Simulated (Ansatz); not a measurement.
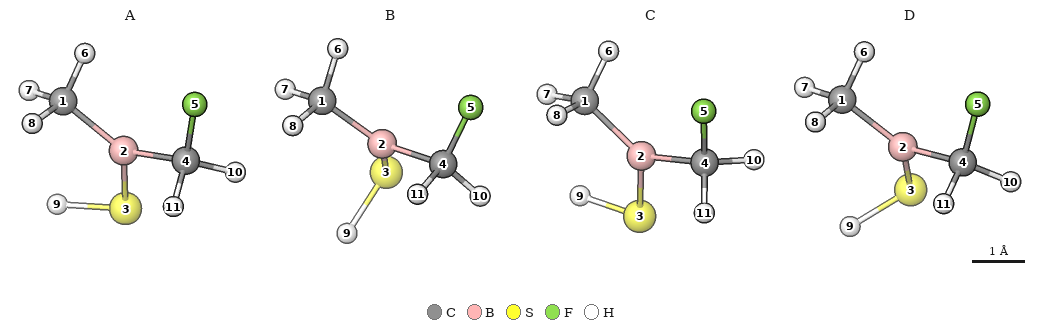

4 geometries from one relaxation of C2H6BFS, in shuffled order. A ball-and-stick model, seen from a free direction.

The run prepares an end point of a later path (torsion) calculation, from a guessed geometry.

Method: Ansatz, RKS PBE-D4/6-31G*. Settings: no spin polarisation; force threshold 0.015 eV/Å; at most 40 steps.

Q: Put them in the order of the run, from the start to the converged end.

A: B, D, A, C. They are steps 0, 3, 6, 18, at +1.287 eV, +0.562 eV, +0.056 eV relative to the last. The largest move after the best rigid fit is that of S3, 1.01 Å. By element the largest moves are S 1.01 Å, H 0.99 Å, F 0.75 Å, B 0.25 Å, C 0.14 Å. Near-neighbour distances that change, for instance: S3–H9 1.459 → 1.361 Å, C4–H11 1.189 → 1.111 Å, B2–S3 1.877 → 1.812 Å, C4–F5 1.348 → 1.406 Å. Bond angles that change, for instance: B2–S3–H9 90.4° → 98.0°, B2–C4–H11 106.0° → 110.8°, H6–C1–H7 104.6° → 109.5°. Groups turn about B2–S3 by about 85°, B2–C4 by about 55°. The energy falls by 1.287 eV in 18 geometry steps. The largest force component goes from 3.4 to 0.013 eV/Å. Cost: 72 s on 1 thread of Arm Neoverse V1, on a shared host, peak memory 0.14 GiB.
